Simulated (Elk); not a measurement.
Band structure of NiSi2 (Fm-3m, 3 atoms in the cell).

```xyz
3
Lattice="0.0000 2.7050 2.7050 2.7050 0.0000 2.7050 2.7050 2.7050 0.0000" Properties=species:S:1:pos:R:3 pbc="T T T"
Si     1.3525     1.3525     1.3525
Si     4.0575     4.0575     4.0575
Ni     0.0000     0.0000     0.0000
```

Level of theory: PBE, all-electron FP-LAPW, Elk's shipped species files, APW+lo basis with extra local orbitals (Elk 10.2.4).

Settings: xctype = 20; rgkmax = 7.5; stype = 3; swidth = 0.00499791 Ha; ngridk = 11 11 11; gmaxvr = 16 1/bohr; nxlo = 2; lorbcnd = true; rmtscf = 0.9; lmaxi = 3.

The starting cell has typed, rounded lattice constants, without a prior relaxation at this level. Spin polarisation is off. Values depend on the basis (sphere radii, cutoffs, local orbitals), which need not be converged.

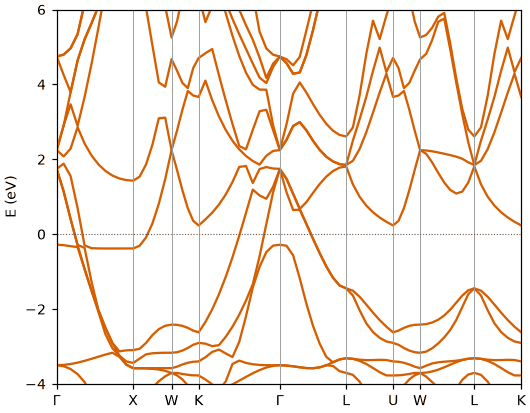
Figure. Bands along the path, energies from the Fermi level.

Levels in eV from the Fermi level, bands 9 to 16:
```tsv
point	9	10	11	12	13	14	15	16
Γ	-3.50	-0.28	1.74	1.74	1.74	2.25	2.25	2.25
X	-3.58	-3.58	-3.44	-3.09	-0.38	1.43	7.74	8.33
W	-3.71	-3.58	-3.17	-2.41	2.24	2.24	4.67	5.25
K	-3.77	-3.40	-2.90	-2.62	0.23	3.67	4.71	6.38
L	-3.31	-3.31	-1.45	-1.45	1.81	1.85	1.85	2.61
U	-3.77	-3.40	-2.90	-2.62	0.23	3.67	4.71	6.38
```

Bands cross the Fermi level along this path, so the cell is metallic at this level.
